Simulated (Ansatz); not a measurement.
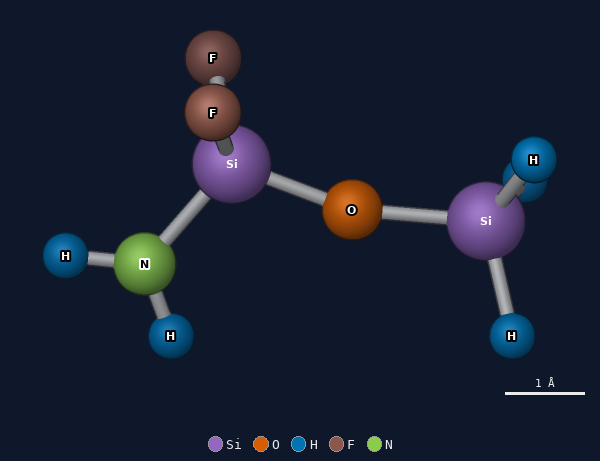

Figure 1. The input geometry (ball-and-stick view, seen at a tilt). Bond lengths as drawn: F–Si 1.67 Å, H–N 1.01 Å, H–Si 1.50 Å, N–Si 1.71 Å and O–Si 1.64 to 1.70 Å.

## Si₂NH₅OF₂: molecular dynamics (part 1 of 5)

System: Si₂NH₅OF₂.
Method: RKS PBE0-D4/6-31G (Ansatz 0.2.0).

It belongs to a series of runs on one base structure; here: dynamics from the start.

### The program's output
```
Engine: ansatz 0.2.0, aarch64-unknown-linux-gnu
Functional definition: PBE0
  parameter a = 0.25
  parameter kappa = 0.804
  parameter beta = 0.06672455060314922
  exchange = (1 - a)*pbe_x(kappa = kappa, mu = beta*pi^2/3) + a*exact_x
  correlation = pbe_c(beta = beta)
883 factors; integrals over basis functions are off by at most 1.6e-4 eV
mean field evaluation 1: about -24782.3536 eV, gradient 7.3e1 eV
mean field evaluation 2: about -24773.3130 eV, gradient 1.0e2 eV
mean field evaluation 4: about -24791.8597 eV, gradient 3.5e0 eV
mean field evaluation 8: about -24791.9442 eV, gradient 6.3e-2 eV
mean field evaluation 16: about -24791.9442 eV, gradient 2.2e-5 eV
mean field -24791.94418951 eV, -911.0871443813 hartree, gradient 2.2e-5 eV, S^2 0.000000; 0 other end points of the search recorded, 0 dependent functions left out
the calculation of the forces begins
reference -24791.94422155 eV, -911.0871455585 hartree; 33, 33 occupied and 39, 39 virtual orbitals, 883 factors
md step     0: t =     0.00 fs  T =   272.7 K  F+E_penalty+E_count = -24792.15597430 eV  E_kin = 0.387780 eV  (26 SCF iters)
these checks for a lower state are left out or cut short: starts, cluster_reference, orbital_swaps, neighbouring_geometries, increment
883 factors; integrals over basis functions are off by at most 1.6e-4 eV
mean field -24791.93933979 eV, -911.0869661572 hartree, gradient 1.1e-5 eV, S^2 0.000000; 0 other end points of the search recorded, 0 dependent functions left out
the calculation of the forces begins
reference -24791.93937184 eV, -911.0869673352 hartree; 33, 33 occupied and 39, 39 virtual orbitals, 883 factors
md step     1: t =     0.50 fs  T =   269.5 K  F+E_penalty+E_count = -24792.15109506 eV  E_kin = 0.383171 eV  (23 SCF iters)
[... from here on the SCF iterations and repeated set-up lines of each step are left out, up to the last step ...]
md step     2: t =     1.00 fs  T =   256.8 K  F+E_penalty+E_count = -24792.13714098 eV  E_kin = 0.365155 eV  (23 SCF iters)
md step     3: t =     1.50 fs  T =   244.1 K  F+E_penalty+E_count = -24792.11614430 eV  E_kin = 0.347140 eV  (23 SCF iters)
md step     4: t =     2.00 fs  T =   224.1 K  F+E_penalty+E_count = -24792.09150326 eV  E_kin = 0.318670 eV  (22 SCF iters)
md step     5: t =     2.50 fs  T =   205.5 K  F+E_penalty+E_count = -24792.06722314 eV  E_kin = 0.292150 eV  (24 SCF iters)
md step     6: t =     3.00 fs  T =   193.4 K  F+E_penalty+E_count = -24792.04644313 eV  E_kin = 0.275045 eV  (24 SCF iters)
md step     7: t =     3.50 fs  T =   181.7 K  F+E_penalty+E_count = -24792.03215137 eV  E_kin = 0.258420 eV  (23 SCF iters)
md step     8: t =     4.00 fs  T =   175.2 K  F+E_penalty+E_count = -24792.02526524 eV  E_kin = 0.249120 eV  (23 SCF iters)
md step     9: t =     4.50 fs  T =   173.4 K  F+E_penalty+E_count = -24792.02397796 eV  E_kin = 0.246523 eV  (23 SCF iters)
md step    10: t =     5.00 fs  T =   175.0 K  F+E_penalty+E_count = -24792.02599691 eV  E_kin = 0.248866 eV  (24 SCF iters)
md step    11: t =     5.50 fs  T =   174.2 K  F+E_penalty+E_count = -24792.02836303 eV  E_kin = 0.247654 eV  (24 SCF iters)
md step    12: t =     6.00 fs  T =   173.1 K  F+E_penalty+E_count = -24792.02825244 eV  E_kin = 0.246078 eV  (24 SCF iters)
md step    13: t =     6.50 fs  T =   172.4 K  F+E_penalty+E_count = -24792.02365034 eV  E_kin = 0.245186 eV  (23 SCF iters)
md step    14: t =     7.00 fs  T =   166.1 K  F+E_penalty+E_count = -24792.01371238 eV  E_kin = 0.236131 eV  (24 SCF iters)
md step    15: t =     7.50 fs  T =   154.8 K  F+E_penalty+E_count = -24791.99920523 eV  E_kin = 0.220157 eV  (23 SCF iters)
md step    16: t =     8.00 fs  T =   139.5 K  F+E_penalty+E_count = -24791.98115711 eV  E_kin = 0.198379 eV  (24 SCF iters)
md step    17: t =     8.50 fs  T =   126.7 K  F+E_penalty+E_count = -24791.96109450 eV  E_kin = 0.180208 eV  (24 SCF iters)
md step    18: t =     9.00 fs  T =   115.9 K  F+E_penalty+E_count = -24791.94067576 eV  E_kin = 0.164811 eV  (24 SCF iters)
md step    19: t =     9.50 fs  T =   102.5 K  F+E_penalty+E_count = -24791.92170174 eV  E_kin = 0.145680 eV  (24 SCF iters)
md step    20: t =    10.00 fs  T =    91.2 K  F+E_penalty+E_count = -24791.90592712 eV  E_kin = 0.129634 eV  (24 SCF iters)
md step    21: t =    10.50 fs  T =    83.7 K  F+E_penalty+E_count = -24791.89460631 eV  E_kin = 0.119026 eV  (23 SCF iters)
md step    22: t =    11.00 fs  T =    78.5 K  F+E_penalty+E_count = -24791.88838996 eV  E_kin = 0.111622 eV  (27 SCF iters)
md step    23: t =    11.50 fs  T =    78.8 K  F+E_penalty+E_count = -24791.88803209 eV  E_kin = 0.112083 eV  (24 SCF iters)
md step    24: t =    12.00 fs  T =    85.3 K  F+E_penalty+E_count = -24791.89368785 eV  E_kin = 0.121276 eV  (24 SCF iters)
md step    25: t =    12.50 fs  T =    92.2 K  F+E_penalty+E_count = -24791.90440887 eV  E_kin = 0.131119 eV  (24 SCF iters)
md step    26: t =    13.00 fs  T =   103.3 K  F+E_penalty+E_count = -24791.91907911 eV  E_kin = 0.146834 eV  (23 SCF iters)
md step    27: t =    13.50 fs  T =   113.2 K  F+E_penalty+E_count = -24791.93608300 eV  E_kin = 0.160914 eV  (24 SCF iters)
md step    28: t =    14.00 fs  T =   129.8 K  F+E_penalty+E_count = -24791.95381905 eV  E_kin = 0.184549 eV  (24 SCF iters)
md step    29: t =    14.50 fs  T =   141.4 K  F+E_penalty+E_count = -24791.97043282 eV  E_kin = 0.200989 eV  (24 SCF iters)
md step    30: t =    15.00 fs  T =   148.8 K  F+E_penalty+E_count = -24791.98362695 eV  E_kin = 0.211544 eV  (22 SCF iters)
md step    31: t =    15.50 fs  T =   158.7 K  F+E_penalty+E_count = -24791.99177343 eV  E_kin = 0.225668 eV  (24 SCF iters)
md step    32: t =    16.00 fs  T =   156.8 K  F+E_penalty+E_count = -24791.99399755 eV  E_kin = 0.222921 eV  (24 SCF iters)
md step    33: t =    16.50 fs  T =   149.3 K  F+E_penalty+E_count = -24791.99048773 eV  E_kin = 0.212277 eV  (24 SCF iters)
md step    34: t =    17.00 fs  T =   144.9 K  F+E_penalty+E_count = -24791.98274850 eV  E_kin = 0.206005 eV  (24 SCF iters)
md step    35: t =    17.50 fs  T =   135.7 K  F+E_penalty+E_count = -24791.97291102 eV  E_kin = 0.192978 eV  (23 SCF iters)
md step    36: t =    18.00 fs  T =   132.1 K  F+E_penalty+E_count = -24791.96334180 eV  E_kin = 0.187820 eV  (23 SCF iters)
md step    37: t =    18.50 fs  T =   128.6 K  F+E_penalty+E_count = -24791.95616279 eV  E_kin = 0.182826 eV  (23 SCF iters)
md step    38: t =    19.00 fs  T =   124.9 K  F+E_penalty+E_count = -24791.95340593 eV  E_kin = 0.177543 eV  (24 SCF iters)
md step    39: t =    19.50 fs  T =   128.2 K  F+E_penalty+E_count = -24791.95614387 eV  E_kin = 0.182261 eV  (23 SCF iters)
md step    40: t =    20.00 fs  T =   134.2 K  F+E_penalty+E_count = -24791.96351810 eV  E_kin = 0.190811 eV  (23 SCF iters)
md step    41: t =    20.50 fs  T =   139.7 K  F+E_penalty+E_count = -24791.97319970 eV  E_kin = 0.198615 eV  (24 SCF iters)
md step    42: t =    21.00 fs  T =   144.6 K  F+E_penalty+E_count = -24791.98265506 eV  E_kin = 0.205557 eV  (24 SCF iters)
md step    43: t =    21.50 fs  T =   149.2 K  F+E_penalty+E_count = -24791.98959220 eV  E_kin = 0.212149 eV  (24 SCF iters)
md step    44: t =    22.00 fs  T =   149.3 K  F+E_penalty+E_count = -24791.99227888 eV  E_kin = 0.212339 eV  (23 SCF iters)
md step    45: t =    22.50 fs  T =   147.8 K  F+E_penalty+E_count = -24791.98943252 eV  E_kin = 0.210162 eV  (28 SCF iters)
md step    46: t =    23.00 fs  T =   141.4 K  F+E_penalty+E_count = -24791.98061451 eV  E_kin = 0.201022 eV  (25 SCF iters)
md step    47: t =    23.50 fs  T =   133.6 K  F+E_penalty+E_count = -24791.96657455 eV  E_kin = 0.190017 eV  (24 SCF iters)
md step    48: t =    24.00 fs  T =   120.6 K  F+E_penalty+E_count = -24791.94861405 eV  E_kin = 0.171440 eV  (25 SCF iters)
md step    49: t =    24.50 fs  T =   108.4 K  F+E_penalty+E_count = -24791.92835923 eV  E_kin = 0.154186 eV  (25 SCF iters)
md step    50: t =    25.00 fs  T =    99.5 K  F+E_penalty+E_count = -24791.90799329 eV  E_kin = 0.141405 eV  (23 SCF iters)
md step    51: t =    25.50 fs  T =    90.3 K  F+E_penalty+E_count = -24791.88948280 eV  E_kin = 0.128364 eV  (24 SCF iters)
md step    52: t =    26.00 fs  T =    80.0 K  F+E_penalty+E_count = -24791.87460322 eV  E_kin = 0.113745 eV  (24 SCF iters)
md step    53: t =    26.50 fs  T =    74.6 K  F+E_penalty+E_count = -24791.86499960 eV  E_kin = 0.106129 eV  (23 SCF iters)
md step    54: t =    27.00 fs  T =    73.7 K  F+E_penalty+E_count = -24791.86178537 eV  E_kin = 0.104839 eV  (23 SCF iters)
md step    55: t =    27.50 fs  T =    76.5 K  F+E_penalty+E_count = -24791.86506639 eV  E_kin = 0.108719 eV  (23 SCF iters)
md step    56: t =    28.00 fs  T =    84.4 K  F+E_penalty+E_count = -24791.87411921 eV  E_kin = 0.120047 eV  (23 SCF iters)
md step    57: t =    28.50 fs  T =    96.2 K  F+E_penalty+E_count = -24791.88790895 eV  E_kin = 0.136767 eV  (24 SCF iters)
md step    58: t =    29.00 fs  T =   108.0 K  F+E_penalty+E_count = -24791.90415237 eV  E_kin = 0.153514 eV  (23 SCF iters)
md step    59: t =    29.50 fs  T =   121.7 K  F+E_penalty+E_count = -24791.92057898 eV  E_kin = 0.173010 eV  (23 SCF iters)
md step    60: t =    30.00 fs  T =   135.0 K  F+E_penalty+E_count = -24791.93576338 eV  E_kin = 0.191988 eV  (23 SCF iters)
md step    61: t =    30.50 fs  T =   142.1 K  F+E_penalty+E_count = -24791.94777879 eV  E_kin = 0.201980 eV  (24 SCF iters)
md step    62: t =    31.00 fs  T =   147.1 K  F+E_penalty+E_count = -24791.95469529 eV  E_kin = 0.209096 eV  (23 SCF iters)
md step    63: t =    31.50 fs  T =   147.4 K  F+E_penalty+E_count = -24791.95563128 eV  E_kin = 0.209597 eV  (24 SCF iters)
md step    64: t =    32.00 fs  T =   143.5 K  F+E_penalty+E_count = -24791.95083450 eV  E_kin = 0.204027 eV  (24 SCF iters)
md step    65: t =    32.50 fs  T =   136.4 K  F+E_penalty+E_count = -24791.94194591 eV  E_kin = 0.193957 eV  (24 SCF iters)
md step    66: t =    33.00 fs  T =   129.3 K  F+E_penalty+E_count = -24791.93141983 eV  E_kin = 0.183791 eV  (24 SCF iters)
md step    67: t =    33.50 fs  T =   121.4 K  F+E_penalty+E_count = -24791.92276798 eV  E_kin = 0.172632 eV  (23 SCF iters)
md step    68: t =    34.00 fs  T =   118.5 K  F+E_penalty+E_count = -24791.91960438 eV  E_kin = 0.168522 eV  (24 SCF iters)
md step    69: t =    34.50 fs  T =   121.8 K  F+E_penalty+E_count = -24791.92394663 eV  E_kin = 0.173174 eV  (27 SCF iters)
md step    70: t =    35.00 fs  T =   128.5 K  F+E_penalty+E_count = -24791.93583680 eV  E_kin = 0.182775 eV  (23 SCF iters)
md step    71: t =    35.50 fs  T =   141.2 K  F+E_penalty+E_count = -24791.95383618 eV  E_kin = 0.200735 eV  (24 SCF iters)
md step    72: t =    36.00 fs  T =   155.0 K  F+E_penalty+E_count = -24791.97504248 eV  E_kin = 0.220453 eV  (24 SCF iters)
md step    73: t =    36.50 fs  T =   164.8 K  F+E_penalty+E_count = -24791.99530805 eV  E_kin = 0.234391 eV  (23 SCF iters)
md step    74: t =    37.00 fs  T =   174.8 K  F+E_penalty+E_count = -24792.01083390 eV  E_kin = 0.248556 eV  (23 SCF iters)
md step    75: t =    37.50 fs  T =   182.2 K  F+E_penalty+E_count = -24792.01912152 eV  E_kin = 0.259023 eV  (24 SCF iters)
md step    76: t =    38.00 fs  T =   183.7 K  F+E_penalty+E_count = -24792.01920783 eV  E_kin = 0.261153 eV  (23 SCF iters)
md step    77: t =    38.50 fs  T =   181.9 K  F+E_penalty+E_count = -24792.01139804 eV  E_kin = 0.258622 eV  (24 SCF iters)
md step    78: t =    39.00 fs  T =   168.5 K  F+E_penalty+E_count = -24791.99792561 eV  E_kin = 0.239578 eV  (24 SCF iters)
md step    79: t =    39.50 fs  T =   155.4 K  F+E_penalty+E_count = -24791.98202300 eV  E_kin = 0.220941 eV  (23 SCF iters)
md step    80: t =    40.00 fs  T =   146.2 K  F+E_penalty+E_count = -24791.96628951 eV  E_kin = 0.207938 eV  (23 SCF iters)
md step    81: t =    40.50 fs  T =   135.2 K  F+E_penalty+E_count = -24791.95263926 eV  E_kin = 0.192272 eV  (24 SCF iters)
md step    82: t =    41.00 fs  T =   125.5 K  F+E_penalty+E_count = -24791.94291926 eV  E_kin = 0.178500 eV  (23 SCF iters)
md step    83: t =    41.50 fs  T =   118.8 K  F+E_penalty+E_count = -24791.93802055 eV  E_kin = 0.168922 eV  (23 SCF iters)
md step    84: t =    42.00 fs  T =   117.2 K  F+E_penalty+E_count = -24791.93820836 eV  E_kin = 0.166656 eV  (23 SCF iters)
md step    85: t =    42.50 fs  T =   124.7 K  F+E_penalty+E_count = -24791.94371032 eV  E_kin = 0.177369 eV  (23 SCF iters)
md step    86: t =    43.00 fs  T =   132.7 K  F+E_penalty+E_count = -24791.95328880 eV  E_kin = 0.188651 eV  (24 SCF iters)
md step    87: t =    43.50 fs  T =   140.9 K  F+E_penalty+E_count = -24791.96584200 eV  E_kin = 0.200326 eV  (24 SCF iters)
md step    88: t =    44.00 fs  T =   150.1 K  F+E_penalty+E_count = -24791.98095482 eV  E_kin = 0.213443 eV  (24 SCF iters)
md step    89: t =    44.50 fs  T =   164.1 K  F+E_penalty+E_count = -24791.99774692 eV  E_kin = 0.233394 eV  (23 SCF iters)
md step    90: t =    45.00 fs  T =   176.3 K  F+E_penalty+E_count = -24792.01478686 eV  E_kin = 0.250645 eV  (25 SCF iters)
md step    91: t =    45.50 fs  T =   189.9 K  F+E_penalty+E_count = -24792.03028877 eV  E_kin = 0.269995 eV  (24 SCF iters)
md step    92: t =    46.00 fs  T =   198.5 K  F+E_penalty+E_count = -24792.04212612 eV  E_kin = 0.282218 eV  (28 SCF iters)
md step    93: t =    46.50 fs  T =   203.9 K  F+E_penalty+E_count = -24792.04841518 eV  E_kin = 0.289960 eV  (24 SCF iters)
md step    94: t =    47.00 fs  T =   200.3 K  F+E_penalty+E_count = -24792.04835981 eV  E_kin = 0.284779 eV  (24 SCF iters)
md step    95: t =    47.50 fs  T =   194.3 K  F+E_penalty+E_count = -24792.04303360 eV  E_kin = 0.276284 eV  (23 SCF iters)
md step    96: t =    48.00 fs  T =   187.1 K  F+E_penalty+E_count = -24792.03486770 eV  E_kin = 0.266087 eV  (23 SCF iters)
md step    97: t =    48.50 fs  T =   182.2 K  F+E_penalty+E_count = -24792.02665473 eV  E_kin = 0.258992 eV  (24 SCF iters)
md step    98: t =    49.00 fs  T =   178.0 K  F+E_penalty+E_count = -24792.02148172 eV  E_kin = 0.253100 eV  (23 SCF iters)
md step    99: t =    49.50 fs  T =   183.2 K  F+E_penalty+E_count = -24792.02218889 eV  E_kin = 0.260513 eV  (23 SCF iters)
md step   100: t =    50.00 fs  T =   191.2 K  F+E_penalty+E_count = -24792.02977203 eV  E_kin = 0.271926 eV  (24 SCF iters)
md step   101: t =    50.50 fs  T =   202.9 K  F+E_penalty+E_count = -24792.04320685 eV  E_kin = 0.288493 eV  (24 SCF iters)
md step   102: t =    51.00 fs  T =   211.5 K  F+E_penalty+E_count = -24792.05980768 eV  E_kin = 0.300703 eV  (24 SCF iters)
md step   103: t =    51.50 fs  T =   224.6 K  F+E_penalty+E_count = -24792.07586598 eV  E_kin = 0.319353 eV  (25 SCF iters)
md step   104: t =    52.00 fs  T =   233.3 K  F+E_penalty+E_count = -24792.08797467 eV  E_kin = 0.331777 eV  (25 SCF iters)
md step   105: t =    52.50 fs  T =   238.6 K  F+E_penalty+E_count = -24792.09396432 eV  E_kin = 0.339230 eV  (25 SCF iters)
md step   106: t =    53.00 fs  T =   240.2 K  F+E_penalty+E_count = -24792.09333558 eV  E_kin = 0.341557 eV  (24 SCF iters)
md step   107: t =    53.50 fs  T =   232.8 K  F+E_penalty+E_count = -24792.08657761 eV  E_kin = 0.330967 eV  (25 SCF iters)
md step   108: t =    54.00 fs  T =   227.4 K  F+E_penalty+E_count = -24792.07468350 eV  E_kin = 0.323395 eV  (23 SCF iters)
md step   109: t =    54.50 fs  T =   217.0 K  F+E_penalty+E_count = -24792.05869442 eV  E_kin = 0.308538 eV  (24 SCF iters)
md step   110: t =    55.00 fs  T =   204.5 K  F+E_penalty+E_count = -24792.03998949 eV  E_kin = 0.290719 eV  (24 SCF iters)
md step   111: t =    55.50 fs  T =   191.0 K  F+E_penalty+E_count = -24792.01970695 eV  E_kin = 0.271551 eV  (24 SCF iters)
md step   112: t =    56.00 fs  T =   178.2 K  F+E_penalty+E_count = -24791.99895768 eV  E_kin = 0.253423 eV  (23 SCF iters)
md step   113: t =    56.50 fs  T =   163.0 K  F+E_penalty+E_count = -24791.97906590 eV  E_kin = 0.231698 eV  (24 SCF iters)
md step   114: t =    57.00 fs  T =   152.8 K  F+E_penalty+E_count = -24791.96187563 eV  E_kin = 0.217261 eV  (24 SCF iters)
md step   115: t =    57.50 fs  T =   141.7 K  F+E_penalty+E_count = -24791.94957012 eV  E_kin = 0.201431 eV  (23 SCF iters)
md step   116: t =    58.00 fs  T =   135.6 K  F+E_penalty+E_count = -24791.94361141 eV  E_kin = 0.192794 eV  (27 SCF iters)
md step   117: t =    58.50 fs  T =   135.6 K  F+E_penalty+E_count = -24791.94390552 eV  E_kin = 0.192806 eV  (23 SCF iters)
md step   118: t =    59.00 fs  T =   135.1 K  F+E_penalty+E_count = -24791.94842510 eV  E_kin = 0.192038 eV  (23 SCF iters)
md step   119: t =    59.50 fs  T =   135.8 K  F+E_penalty+E_count = -24791.95488677 eV  E_kin = 0.193140 eV  (25 SCF iters)
md step   120: t =    60.00 fs  T =   138.8 K  F+E_penalty+E_count = -24791.96070278 eV  E_kin = 0.197332 eV  (24 SCF iters)
md step   121: t =    60.50 fs  T =   142.0 K  F+E_penalty+E_count = -24791.96342572 eV  E_kin = 0.201889 eV  (24 SCF iters)
md step   122: t =    61.00 fs  T =   138.7 K  F+E_penalty+E_count = -24791.96186077 eV  E_kin = 0.197268 eV  (24 SCF iters)
md step   123: t =    61.50 fs  T =   134.6 K  F+E_penalty+E_count = -24791.95562548 eV  E_kin = 0.191367 eV  (24 SCF iters)
md step   124: t =    62.00 fs  T =   128.6 K  F+E_penalty+E_count = -24791.94548259 eV  E_kin = 0.182909 eV  (24 SCF iters)
md step   125: t =    62.50 fs  T =   115.7 K  F+E_penalty+E_count = -24791.93282034 eV  E_kin = 0.164495 eV  (23 SCF iters)
md step   126: t =    63.00 fs  T =   110.5 K  F+E_penalty+E_count = -24791.91978678 eV  E_kin = 0.157171 eV  (23 SCF iters)
md step   127: t =    63.50 fs  T =   104.4 K  F+E_penalty+E_count = -24791.90815156 eV  E_kin = 0.148410 eV  (23 SCF iters)
md step   128: t =    64.00 fs  T =    97.4 K  F+E_penalty+E_count = -24791.89990179 eV  E_kin = 0.138479 eV  (23 SCF iters)
md step   129: t =    64.50 fs  T =    93.0 K  F+E_penalty+E_count = -24791.89717260 eV  E_kin = 0.132300 eV  (23 SCF iters)
md step   130: t =    65.00 fs  T =    98.6 K  F+E_penalty+E_count = -24791.90067787 eV  E_kin = 0.140154 eV  (24 SCF iters)
md step   131: t =    65.50 fs  T =   104.8 K  F+E_penalty+E_count = -24791.91066372 eV  E_kin = 0.149035 eV  (24 SCF iters)
md step   132: t =    66.00 fs  T =   116.0 K  F+E_penalty+E_count = -24791.92620132 eV  E_kin = 0.164869 eV  (23 SCF iters)
md step   133: t =    66.50 fs  T =   128.8 K  F+E_penalty+E_count = -24791.94489679 eV  E_kin = 0.183075 eV  (23 SCF iters)
md step   134: t =    67.00 fs  T =   142.0 K  F+E_penalty+E_count = -24791.96434848 eV  E_kin = 0.201967 eV  (23 SCF iters)
md step   135: t =    67.50 fs  T =   155.2 K  F+E_penalty+E_count = -24791.98206376 eV  E_kin = 0.220664 eV  (25 SCF iters)
md step   136: t =    68.00 fs  T =   162.9 K  F+E_penalty+E_count = -24791.99531890 eV  E_kin = 0.231681 eV  (25 SCF iters)
md step   137: t =    68.50 fs  T =   166.2 K  F+E_penalty+E_count = -24792.00185412 eV  E_kin = 0.236281 eV  (24 SCF iters)
md step   138: t =    69.00 fs  T =   168.9 K  F+E_penalty+E_count = -24792.00076983 eV  E_kin = 0.240095 eV  (24 SCF iters)
md step   139: t =    69.50 fs  T =   165.8 K  F+E_penalty+E_count = -24791.99284344 eV  E_kin = 0.235736 eV  (28 SCF iters)
md step   140: t =    70.00 fs  T =   160.5 K  F+E_penalty+E_count = -24791.98019960 eV  E_kin = 0.228213 eV  (24 SCF iters)
md step   141: t =    70.50 fs  T =   150.1 K  F+E_penalty+E_count = -24791.96563063 eV  E_kin = 0.213413 eV  (25 SCF iters)
md step   142: t =    71.00 fs  T =   136.2 K  F+E_penalty+E_count = -24791.95222365 eV  E_kin = 0.193680 eV  (23 SCF iters)
md step   143: t =    71.50 fs  T =   128.9 K  F+E_penalty+E_count = -24791.94263251 eV  E_kin = 0.183236 eV  (24 SCF iters)
md step   144: t =    72.00 fs  T =   128.3 K  F+E_penalty+E_count = -24791.93741934 eV  E_kin = 0.182416 eV  (24 SCF iters)
md step   145: t =    72.50 fs  T =   131.2 K  F+E_penalty+E_count = -24791.93609398 eV  E_kin = 0.186504 eV  (23 SCF iters)
md step   146: t =    73.00 fs  T =   132.7 K  F+E_penalty+E_count = -24791.93773161 eV  E_kin = 0.188646 eV  (24 SCF iters)
md step   147: t =    73.50 fs  T =   134.5 K  F+E_penalty+E_count = -24791.94096151 eV  E_kin = 0.191254 eV  (23 SCF iters)
md step   148: t =    74.00 fs  T =   138.9 K  F+E_penalty+E_count = -24791.94509526 eV  E_kin = 0.197489 eV  (23 SCF iters)
md step   149: t =    74.50 fs  T =   139.3 K  F+E_penalty+E_count = -24791.94998024 eV  E_kin = 0.198120 eV  (23 SCF iters)
md step   150: t =    75.00 fs  T =   141.5 K  F+E_penalty+E_count = -24791.95525805 eV  E_kin = 0.201231 eV  (23 SCF iters)
md step   151: t =    75.50 fs  T =   144.7 K  F+E_penalty+E_count = -24791.95983752 eV  E_kin = 0.205763 eV  (23 SCF iters)
md step   152: t =    76.00 fs  T =   143.9 K  F+E_penalty+E_count = -24791.96243968 eV  E_kin = 0.204664 eV  (24 SCF iters)
md step   153: t =    76.50 fs  T =   140.8 K  F+E_penalty+E_count = -24791.96178837 eV  E_kin = 0.200135 eV  (24 SCF iters)
md step   154: t =    77.00 fs  T =   130.9 K  F+E_penalty+E_count = -24791.95661813 eV  E_kin = 0.186181 eV  (24 SCF iters)
md step   155: t =    77.50 fs  T =   123.1 K  F+E_penalty+E_count = -24791.94612342 eV  E_kin = 0.175086 eV  (24 SCF iters)
md step   156: t =    78.00 fs  T =   112.3 K  F+E_penalty+E_count = -24791.93070118 eV  E_kin = 0.159716 eV  (25 SCF iters)
md step   157: t =    78.50 fs  T =   105.2 K  F+E_penalty+E_count = -24791.91199439 eV  E_kin = 0.149617 eV  (24 SCF iters)
md step   158: t =    79.00 fs  T =    95.0 K  F+E_penalty+E_count = -24791.89333086 eV  E_kin = 0.135060 eV  (24 SCF iters)
```
